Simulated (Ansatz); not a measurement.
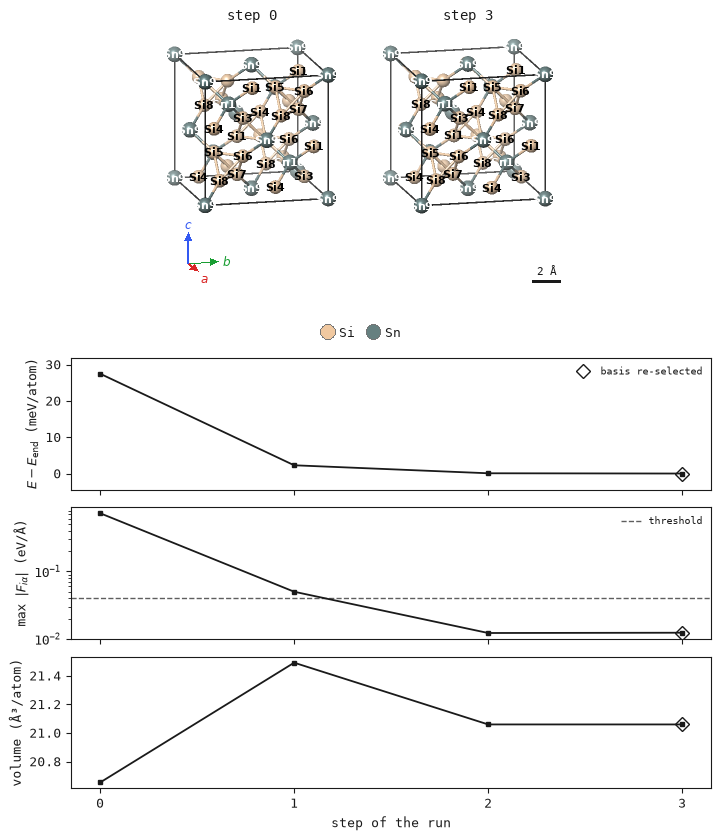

First and last geometry of a relaxation of crystalline Si4Sn (a generated structure, set up in Fd-3m) (coarse preliminary run), with the history of the run. The picture is a ball-and-stick view of the conventional cell (4 times the calculation's cell), seen slightly off an axis. Lengths and directions refer to the drawn axes.

Computed with Ansatz 0.2.0, DFT PBE, scalar-relativistic, plane waves, PAW.

The input:
```yaml
crystal:
  lattice:
    - [0.0, 4.69159581, 4.69159581]
    - [4.69159581, 0.0, 4.69159581]
    - [4.69159581, 4.69159581, 0.0]
  atoms:
    - { symbol: Si, position: [0.40599429, 0.40599429, 0.40599429] }
    - { symbol: Si, position: [0.40599429, 0.40599429, 0.78201712] }
    - { symbol: Si, position: [0.40599429, 0.78201712, 0.40599429] }
    - { symbol: Si, position: [0.78201712, 0.40599429, 0.40599429] }
    - { symbol: Si, position: [0.84400571, 0.84400571, 0.46798288] }
    - { symbol: Si, position: [0.84400571, 0.84400571, 0.84400571] }
    - { symbol: Si, position: [0.84400571, 0.46798288, 0.84400571] }
    - { symbol: Si, position: [0.46798288, 0.84400571, 0.84400571] }
    - { symbol: Sn, position: [0.0, 0.0, 0.0] }
    - { symbol: Sn, position: [0.25, 0.25, 0.25] }
basis:
  ecutwfc: 420
kpoints:
  mp_grid: { grid: [4, 4, 4] }
hamiltonian:
  xc: pbe
scf:
  occupations: { method: gaussian, width: 0.1 }
  lower_state_search: "off"
output:
  forces: true
  stress: true
  eigenvalues: true
relax:
  adjacent_minimum: "off"
  f_tol: 0.04
  max_steps: 70
  cell: { stress_tol: 0.4 }
```

Run as
```bash
ansatz run input.yaml --threads 1 --pin off --max-ram 2560MiB --backend cpu --events-out ev --progress --plain --runs-dir out
```

Read the history and describe the run.

It converged. The largest moves relative to the cell, 0.055 Å, are those of 8 atoms (Si1, Si2, Si3, Si4 and others). Si1 goes along [1 1 1]. Sn stays in place. The volume changes by +2.0 %, with a = b = c 9.383 → 9.444 Å (+0.7 %). Near-neighbour distances that change, for instance: Si1–Si2 2.495 → 2.421 Å, Si1–Sn10 2.535 → 2.607 Å. The space group stays Fd-3m (No. 227). The energy falls by 27.5 meV per atom in 2 accepted moves (3 points after the start). The largest force component goes from 0.73 to 0.012 eV/Å. The pressure goes from 0.11 to −0.19 GPa. At 1 point the geometry stayed and the basis and grid were re-selected for the new cell (energy shift of 0.1 meV per atom at most each time). The run took 21 s on 1 thread of Intel(R) Xeon(R) Processor @ 2.70GHz (shared host), peak memory 0.48 GiB.

```csv
step,"E − E(0), meV/atom","largest force component, eV/Å","pressure, GPa","volume, Å³/atom",note
0,0.00,0.7304,0.11,20.653,
1,-25.19,0.0501,-1.35,21.491,
2,-27.39,0.0123,-0.19,21.059,
3,-27.47,0.0124,-0.19,21.059,"same geometry, new basis"
```
